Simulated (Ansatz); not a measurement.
The structure in question:

```xyz
4
Lattice="2.4663 0.0000 0.0000 -1.2331 2.1358 0.0000 0.0000 0.0000 8.1426" Properties=species:S:1:pos:R:3 pbc="T T T"
C     0.0000    0.0000    2.0357
C     0.0000    0.0000    6.1070
C     0.0000    1.4239    2.0357
C     1.2331    0.7119    6.1070
```

What would you see if this were drawn?

The element is carbon. Its lattice is primitive hexagonal, its space group P6_3/mmc (No. 194). In terms of structure types, this is graphite type. The cell holds four atoms. C is linked to three C in a trigonal planar arrangement at 1.42 Å. The bonds build C layers parallel to (001).

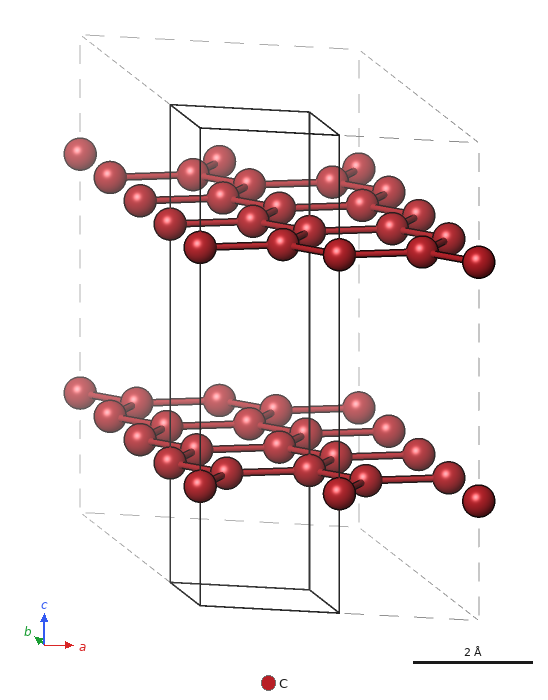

A ball-and-stick picture of a crystal structure, seen slightly off an axis. Solid lines give the conventional unit cell, repeated here 2×4×1 times.

It goes back to a structure type known for this element. Earlier steps of the study may have refined or changed the cell and positions. It went into a calculation with Ansatz.

At this level of theory the cell isn't at rest (stretched, at -5 GPa), so its distances can differ from those at equilibrium, the more so the softer the solid.
